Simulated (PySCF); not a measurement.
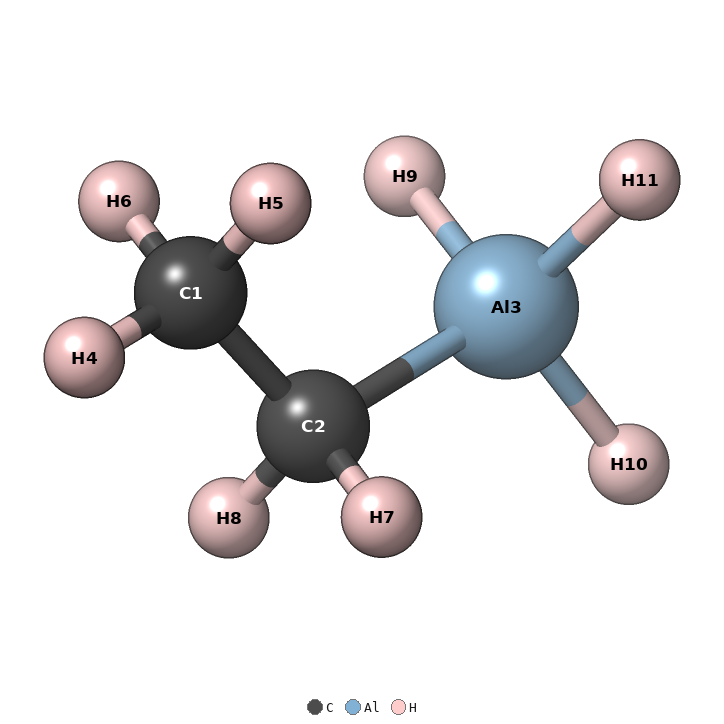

The species has charge −1 and is a spin singlet. The geometry was computed by an optimisation with PBE0-D3(BJ)/def2-SVP. No frequency run is at hand to confirm it as a minimum. Level of theory: delta-SCF UKS SCAN, pcX-2 on the ionised atom, pcseg-1 elsewhere, spin-free X2C (PySCF 2.14.0).

Give the core-electron binding energies (to vacuum; p and d levels without spin–orbit splitting) of C1 1s, C2 1s, Al3 1s, Al3 2p.

```json
{"atom": "C1", "level": "1s", "binding energy (eV)": "286.3"}
{"atom": "C2", "level": "1s", "binding energy (eV)": "284.6"}
{"atom": "Al3", "level": "1s", "binding energy (eV)": "1559.6"}
{"atom": "Al3", "level": "2p", "binding energy (eV)": "73.4"}
```
